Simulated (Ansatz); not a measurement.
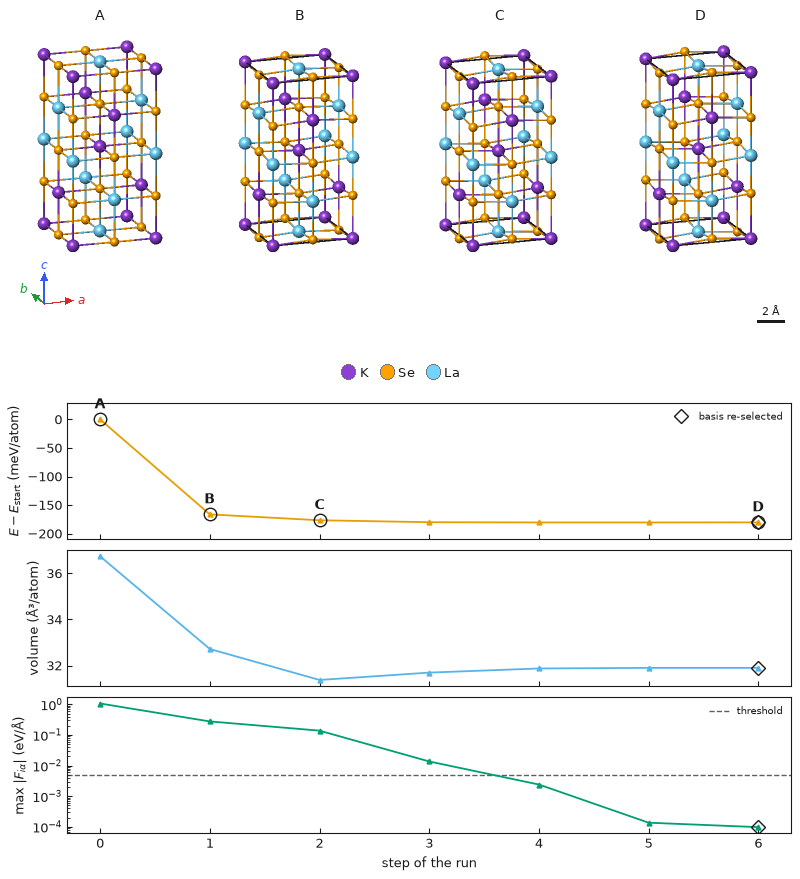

Frames of a relaxation of solid KLaSe2 (a generated structure, set up in I4_1/amd), marked on the history of the run. The picture is a ball-and-stick view of the conventional cell (2 times the calculation's cell), seen slightly off an axis. Lengths and directions refer to the drawn axes.

Computed with Ansatz 0.2.0, DFT, PBE, plane waves, PAW. Settings: plane-wave cutoff 420 eV; k-point mesh 6 × 6 × 6; occupations fermi dirac; smearing width 0.02 eV; no spin polarisation; cell and atoms relaxed; force threshold 0.005 eV/Å.

**What happens along the run?**

The largest moves relative to the cell, 0.28 Å, are those of Se atoms. La and K stay in place. Cell: a = b 6.649 → 6.252 Å (−6.0 %), c 13.298 → 13.056 Å (−1.8 %). Volume −13.2 %. Near-neighbour distances that change, for instance: La–Se 3.324 → 2.981 Å, K–Se 3.324 → 3.547 Å, K–Se 3.324 → 3.139 Å, La–Se 3.324 → 3.139 Å. Among the angles between lasting bonds that change: Se–La–Se 180.0° → 169.7°, La–Se–La 180.0° → 169.7°, K–Se–K 180.0° → 169.7°. The space group stays I4_1/amd (No. 141). Over 5 accepted moves (6 points after the start) the energy falls by 180 meV per atom. The largest force component goes from 1.1 to under 0.0001 eV/Å. Pressure: −5.42 GPa at the start and 0.00 GPa at the end. At 1 point the geometry stayed and the basis and grid were re-selected for the new cell (energy shift of 0.1 meV per atom at most each time). The run took 71 s on 2 threads of AMD EPYC 7R13 Processor (Zen 3) (shared host), peak memory 1.1 GiB. From step 0 to 1: Se atoms move most (0.19 Å), volume −10.9 %, energy −166 meV per atom. From step 1 to 2: Se atoms move most (0.07 Å), volume −4.1 %, energy −10.3 meV per atom. From step 2 to 6: Se atoms move most (0.02 Å), volume +1.7 %, energy −3.7 meV per atom.

```json
{"step": "0", "E − E(0), meV/atom": "0.00", "largest force component, eV/Å": "1.0767", "pressure, GPa": "-5.42", "volume, Å³/atom": "36.739", "note": ""}
{"step": "1", "E − E(0), meV/atom": "-166.29", "largest force component, eV/Å": "0.2793", "pressure, GPa": "-1.52", "volume, Å³/atom": "32.718", "note": ""}
{"step": "2", "E − E(0), meV/atom": "-176.61", "largest force component, eV/Å": "0.1397", "pressure, GPa": "0.69", "volume, Å³/atom": "31.375", "note": ""}
{"step": "3", "E − E(0), meV/atom": "-180.02", "largest force component, eV/Å": "0.0137", "pressure, GPa": "0.13", "volume, Å³/atom": "31.693", "note": ""}
{"step": "4", "E − E(0), meV/atom": "-180.43", "largest force component, eV/Å": "0.0024", "pressure, GPa": "0.01", "volume, Å³/atom": "31.873", "note": ""}
{"step": "5", "E − E(0), meV/atom": "-180.44", "largest force component, eV/Å": "0.0001", "pressure, GPa": "0.00", "volume, Å³/atom": "31.899", "note": ""}
{"step": "6", "E − E(0), meV/atom": "-180.30", "largest force component, eV/Å": "0.0001", "pressure, GPa": "0.00", "volume, Å³/atom": "31.899", "note": "same geometry, new basis"}
```
